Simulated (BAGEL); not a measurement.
**S2F2 (SMILES FS(F)=S) at 4 levels**

Aim: a comparison of 4 runs (B3LYP/6-31G*, B3LYP/def2-SVPD, PBE0/def2-SVPD, RI-MP2/def2-SVPD) of S2F2. 

Program for the calculation: BAGEL 1.2.2.

### Step 1. The molecule

The species is S2F2 (4 atoms), meant as a singlet with charge 0. As SMILES, `FS(F)=S`. Geometry: relaxed at PBE0-D4/def2-TZVP.

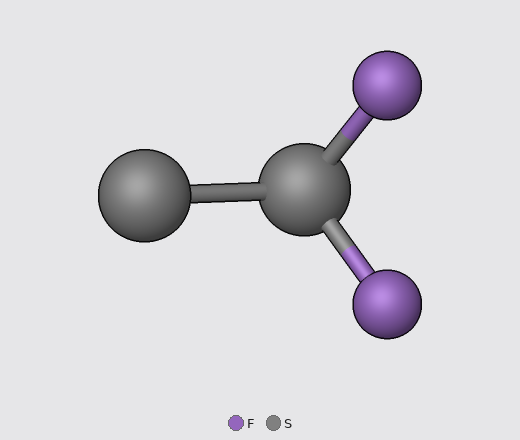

The structure, seen from a chosen angle (fluorine purple, sulfur grey).

### Step 2. A single-point energy at B3LYP/6-31G(d) (density fitting with cc-pvqz-jkfit, spherical functions) (run 1)

input.json reads:

```json
{ "bagel" : [

{
  "title" : "molecule",
  "basis" : "6-31gs.json",
  "df_basis" : "cc-pvqz-jkfit",
  "angstrom" : true,
  "geometry" : [
    { "atom" : "F", "xyz" : [    0.734930,    0.336790,    1.199050 ] },
    { "atom" : "S", "xyz" : [   -0.480890,   -0.090070,    0.240730 ] },
    { "atom" : "F", "xyz" : [    0.313460,   -1.382440,   -0.286190 ] },
    { "atom" : "S", "xyz" : [   -0.567510,    1.135710,   -1.153590 ] }
  ]
},
{ "title" : "ks", "xc_func" : "b3lyp" },
{ "title" : "print", "file" : "orbitals.molden", "orbitals" : true }

]}
```

The basis set 6-31G* is read from a file made from the Basis Set Exchange's data (not shown).

On the command line:

```console
BAGEL_NUM_THREADS=1 BAGEL input.json > input.out
```

The log of the run:

```text
* using 1 threads per process

  ===============================================================
  ===============================================================

  *** Geometry ***

  { "atom" : "F", "xyz" : [      1.388816,      0.636441,      2.265876 ] },
  { "atom" : "S", "xyz" : [     -0.908750,     -0.170208,      0.454914 ] },
  { "atom" : "F", "xyz" : [      0.592354,     -2.612433,     -0.540821 ] },
  { "atom" : "S", "xyz" : [     -1.072438,      2.146181,     -2.179969 ] },

  Number of auxiliary basis functions:      508

  Since a DF basis is specified, we compute 2- and 3-index integrals:
    o Being stored without compression. Storage requirement is 0.017 GB

  Number of basis functions:       64
  Number of electrons      :       50

    * METHOD: MOLECULE                             0.20

  *** Kohn-Sham DFT ***

    * Removing 6212 points whose weight is below 1.00e-10
    * Grid points: 53412

  === Nuclear Repulsion ===
   240.6710417106

       - DIIS with orbital gradients will be used.

  === KS iteration (b3lyp / 6-31gs.json) ===
      0       -966.04710318          0.17035852           0.17
      1       -938.69749921          0.19468261           0.14
      2       -866.67958166          0.22887746           0.14
[... 15 lines of this table left out ...]
     18       -995.99195951          0.00000000           0.15
    * SCF iteration converged.

    * Permanent dipole moment:
           (    0.357793,     0.155040,    -0.281046) a.u.

    * METHOD: KS                                   2.94

    * METHOD: PRINT                                0.01

  ===============================================================
```

It took 3.3 s on 1 thread of Arm Neoverse V2, shared host; peak memory 0.21 GiB.

### Step 3. The energy at B3LYP/def2-SVPD (density fitting with cc-pvqz-jkfit) (run 2)

calc.json reads:

```json
{ "bagel": [

{
  "title": "molecule",
  "basis": "def2-svpd.json",
  "df_basis": "cc-pvqz-jkfit",
  "angstrom": true,
  "geometry": [
    { "atom": "F", "xyz": [       0.734930,       0.336790,       1.199050 ] },
    { "atom": "S", "xyz": [      -0.480890,      -0.090070,       0.240730 ] },
    { "atom": "F", "xyz": [       0.313460,      -1.382440,      -0.286190 ] },
    { "atom": "S", "xyz": [      -0.567510,       1.135710,      -1.153590 ] }
  ]
},

{
  "title": "ks",
  "xc_func": "b3lyp"
},

{
  "title": "print",
  "file": "orbitals.molden",
  "orbitals": true
}

]}
```

The basis set def2-SVPD is read from a file made from the Basis Set Exchange's data (not shown).

On the command line:

```console
BAGEL_NUM_THREADS=1 BAGEL calc.json > calc.out
```

The log of the run:

```text
* using 1 threads per process

  ===============================================================
  ===============================================================

  *** Geometry ***

  { "atom" : "F", "xyz" : [      1.388816,      0.636441,      2.265876 ] },
  { "atom" : "S", "xyz" : [     -0.908750,     -0.170208,      0.454914 ] },
  { "atom" : "F", "xyz" : [      0.592354,     -2.612433,     -0.540821 ] },
  { "atom" : "S", "xyz" : [     -1.072438,      2.146181,     -2.179969 ] },

  Number of auxiliary basis functions:      508

  Since a DF basis is specified, we compute 2- and 3-index integrals:
    o Being stored without compression. Storage requirement is 0.041 GB

  Number of basis functions:      100
  Number of electrons      :       50

    * METHOD: MOLECULE                             0.22

  *** Kohn-Sham DFT ***

    * Removing 6212 points whose weight is below 1.00e-10
    * Grid points: 53412

  === Nuclear Repulsion ===
   240.6710417106

       - DIIS with orbital gradients will be used.

  === KS iteration (b3lyp / def2-svpd.json) ===
      0       -972.33841113          0.12398705           0.27
      1       -944.47687084          0.14573062           0.26
      2       -970.05999109          0.12070335           0.26
[... 17 lines of this table left out ...]
     20       -995.66680006          0.00000000           0.25
    * SCF iteration converged.

    * Permanent dipole moment:
           (    0.405441,    -0.020255,    -0.091659) a.u.

    * METHOD: KS                                   5.43

    * METHOD: PRINT                                0.02

  ===============================================================
```

Run time: 6 s. Hardware: 1 thread of Arm Neoverse V2, shared host; peak memory 0.29 GiB.

Run 3 isn't shown in full; the table further down has it.

### Step 4. The energy at RI-MP2/def2-SVPD (density fitting with cc-pvqz-jkfit) (run 4)

input.json reads:

```json
{ "bagel": [

{
  "title": "molecule",
  "basis": "def2-svpd.json",
  "df_basis": "cc-pvqz-jkfit",
  "angstrom": "true",
  "geometry": [
    { "atom": "F", "xyz": [    0.734930,    0.336790,    1.199050 ] },
    { "atom": "S", "xyz": [   -0.480890,   -0.090070,    0.240730 ] },
    { "atom": "F", "xyz": [    0.313460,   -1.382440,   -0.286190 ] },
    { "atom": "S", "xyz": [   -0.567510,    1.135710,   -1.153590 ] }
  ]
},
{ "title": "hf" },
{ "title": "mp2", "ncore": 12 }

]}
```

The basis set def2-SVPD is read from a file made from the Basis Set Exchange's data (not shown).

On the command line:

```console
BAGEL_NUM_THREADS=1 BAGEL input.json > input.out
```

The log of the run:

```text
* using 1 threads per process

  ===============================================================
  ===============================================================

  *** Geometry ***

  { "atom" : "F", "xyz" : [      1.388816,      0.636441,      2.265876 ] },
  { "atom" : "S", "xyz" : [     -0.908750,     -0.170208,      0.454914 ] },
  { "atom" : "F", "xyz" : [      0.592354,     -2.612433,     -0.540821 ] },
  { "atom" : "S", "xyz" : [     -1.072438,      2.146181,     -2.179969 ] },

[... 23 lines left out ...]
    * SCF iteration converged.
[... 1 line left out ...]
    * Permanent dipole moment:
[... 2 lines left out ...]
    * METHOD: HF                                   1.53

  *** RHF ***

  === Nuclear Repulsion ===
   240.6710417106

      * DIIS with orbital gradients will be used.

  === RHF iteration (def2-svpd.json) ===
      0       -993.45870997          0.00000000           0.09
    * SCF iteration converged.

    * Permanent dipole moment:
           (    0.458896,     0.071867,    -0.213461) a.u.

  === DF-MP2 calculation ===

    * freezing 12 orbitals
    * 3-index integral transformation done
    * assembly done

      MP2 correlation energy:   -0.6858678360      0.05

      MP2 total energy:       -994.1445778020

    * METHOD: MP2                                  0.24

  ===============================================================
```

Run time: 2.2 s. Hardware: 1 thread of Arm Neoverse V2, shared host; peak memory 0.13 GiB.

### Step 5. Overview of the runs

| run | level | frozen core orbitals | energy (Eh) | dipole moment (D) | HOMO energy (eV) | LUMO energy (eV) | wall time |
| --- | --- | --- | --- | --- | --- | --- | --- |
| 1 | B3LYP/6-31G* (density fitting with cc-pvqz-jkfit, spherical functions) | – | -995.991960 | 1.22 | -7.69 | -2.16 | 3.3 s |
| 2 | B3LYP/def2-SVPD (density fitting with cc-pvqz-jkfit) | – | -995.666800 | 1.06 | -8.05 | -2.58 | 6 s |
| 3 | PBE0/def2-SVPD (density fitting with cc-pvqz-jkfit) | – | -995.173018 | 1.01 | -8.29 | -2.38 | 5.7 s |
| 4 | RI-MP2/def2-SVPD (density fitting with cc-pvqz-jkfit) | 12 | -994.144578 | – | – | – | 2.2 s |

### Step 6. Results

```
                                           quantity          value
                                run 4: total energy  -994.14458 Eh
run 4: correlation energy (12 core orbitals frozen)     -685.9 mEh
```

In words: Over runs 1, 2, 3 the dipole moment (its size) runs from 1.01 D (PBE0/def2-SVPD) to 1.22 D (B3LYP/6-31G*). The two ends differ in method and basis. Over runs 1, 2, 3 the HOMO–LUMO gap runs from 5.47 eV (B3LYP/def2-SVPD) to 5.91 eV (PBE0/def2-SVPD). Totals of different functionals can't be ranked against each other. All runs together took 17 s, the longest 6 s.
